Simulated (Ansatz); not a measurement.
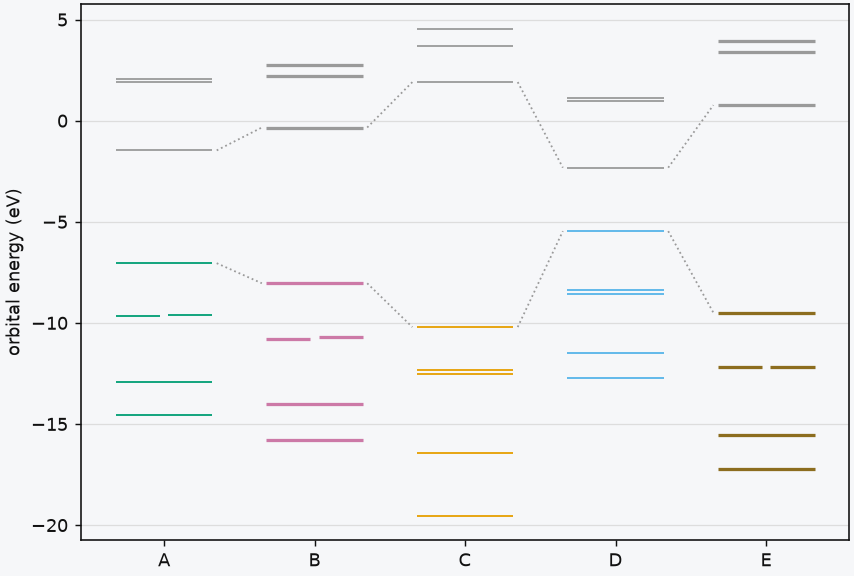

Frontier orbital energies (alpha spin) of BBrF, SMILES F[B]Br, doublet at one geometry, def2-TZVPP, the Ansatz code, at a PBE0-D4/def2-TZVP geometry (a minimum by its frequencies). Empty levels are grey, levels within 0.1 eV stand side by side; all columns show the same few orbitals around the gap. Dotted lines join the HOMOs and the LUMOs. HOMO and LUMO mean the alpha set's.

The columns come from B97M-V, CAM-B3LYP, HF, LC-wPBE and r2SCAN0. Which is which?

A: r2SCAN0 (HOMO −7.05, LUMO −1.47, separation 5.58 eV)
B: CAM-B3LYP (HOMO −8.04, LUMO −0.34, separation 7.70 eV)
C: HF (HOMO −10.21, LUMO 1.91, separation 12.12 eV)
D: B97M-V (HOMO −5.46, LUMO −2.32, separation 3.14 eV)
E: LC-wPBE (HOMO −9.49, LUMO 0.77, separation 10.26 eV)

Caveats, for all or some of the runs: empty levels above zero depend strongly on the basis; no scalar relativity up to krypton; spin-orbit coupling is left out, and with Br it can shift these levels and split any degenerate set.
